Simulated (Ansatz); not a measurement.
**Pressure series in Sn4Pt**

Consider Sn4Pt (space group Ccce, No. 68; a = 6.4244 Å, b = 11.4064 Å, c = 6.4089 Å).

Cell and atoms are relaxed at each pressure.

Method: Ansatz (a program for electronic structure), PBEsol, PAW, cutoff 420 eV, scalar-relativistic without spin-orbit coupling.

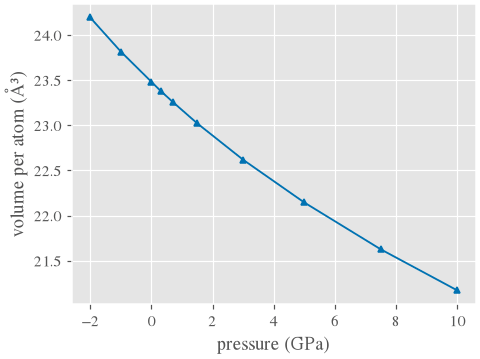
Figure: Volume per atom against pressure

```
pressure (GPa)  volume per atom
--------------  ---------------
-2                     24.19 Å³
-1                     23.82 Å³
0.3                    23.38 Å³
0.7                    23.26 Å³
1.5                    23.02 Å³
3                      22.62 Å³
5                      22.14 Å³
7.5                    21.63 Å³
10                     21.17 Å³
```

Load acts through the strain it causes; cell and atoms are relaxed under it. No phonon test of stability was made. No other phases were tried under pressure. All final runs are without spin polarisation.
